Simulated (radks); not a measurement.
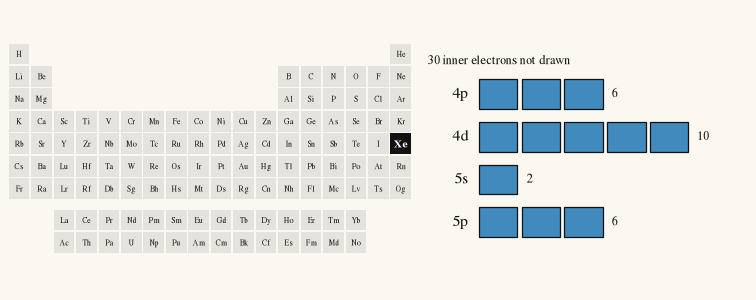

Fig. 1: Left, the place of xenon in the periodic table; right, the outer shells as the input fills them: a box for each of the 2l + 1 orbitals, shaded by the share of the shell that is filled, with the electron count at the right.

Xe: atomic calculation

Atomic xenon (Xe) in the configuration [Kr] 4d10 5s2 5p6. Computed at this level: scalar-relativistic Kohn-Sham, PBE, spin-polarised, spherical densities, finite nucleus (the in-house radial solver radks).

**Output**
```
1s      1   1.0000       -1263.08944162
2s      1   1.0000        -196.57844900
2p      1   3.0000        -176.39423522
3s      1   1.0000         -40.20835643
3p      1   3.0000         -33.68872592
3d      1   5.0000         -24.01964687
4s      1   1.0000          -7.25588334
4p      1   3.0000          -5.19154616
4d      1   5.0000          -2.18233962
5s      1   1.0000          -0.72543433
5p      1   3.0000          -0.30261956
1s      2   1.0000       -1263.08944162
2s      2   1.0000        -196.57844900
2p      2   3.0000        -176.39423522
3s      2   1.0000         -40.20835643
3p      2   3.0000         -33.68872592
3d      2   5.0000         -24.01964687
4s      2   1.0000          -7.25588334
4p      2   3.0000          -5.19154616
4d      2   5.0000          -2.18233962
5s      2   1.0000          -0.72543433
5p      2   3.0000          -0.30261956
Etot -7447.037372686214
Ekin 7830.781320143599
Encl -18024.098017517914
Eh 2932.8579359524015
Exc -186.57861126430203
err 4.1870579708879375e-09
it 23
```

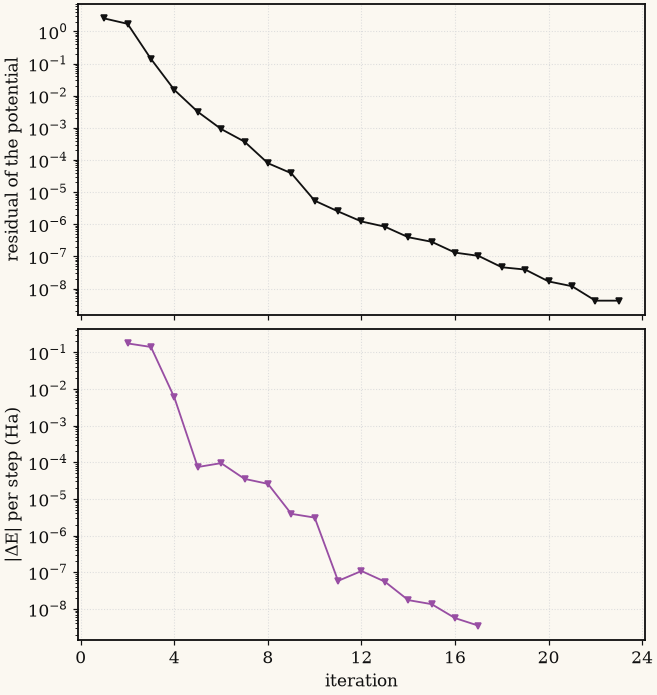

Fig. 2: Convergence: residual of the potential and change of the energy from step to step (the smallest changes aren't drawn) against the iteration. The residual falls almost steadily, with no more than small rises or pauses. It goes from 2.5 to 4.2×10⁻⁹ in 23 steps.

**Input file**
```
Z 54
configuration [Xe]
relativity scalar-relativistic
functional pbe,pbe
spin polarised
nucleus finite rms 4.7859 fm
c 137.035999084
history 2
max_iterations 96
```

Energies in input and log are in hartree, lengths in bohr (the nuclear radius in fm).

Launched within a batch (the task file carries these settings):
```bash
python <driver script> task.json out
```

**Outcome**

```tsv
quantity	value
outcome	converged
total energy	−7447.0374 hartree
kinetic energy	7830.7813 hartree
electron–nucleus energy	−18024.0980 hartree
Hartree energy	2932.8579 hartree
exchange–correlation energy	−186.578611 hartree
radius at density 0.001 e/bohr³	4.41 bohr
SCF iterations	23
hardware	1 thread of Arm Neoverse V2, 108 GiB of memory available, shared host
```

**What is odd here**

A numerical setting was moved from its usual value: mixing history nhist = 2. The program ran to the end, and its total energy equals that of the same run with the usual input (−7447.03737 hartree) within 10⁻⁵ hartree, so the oddity leaves no trace in it.
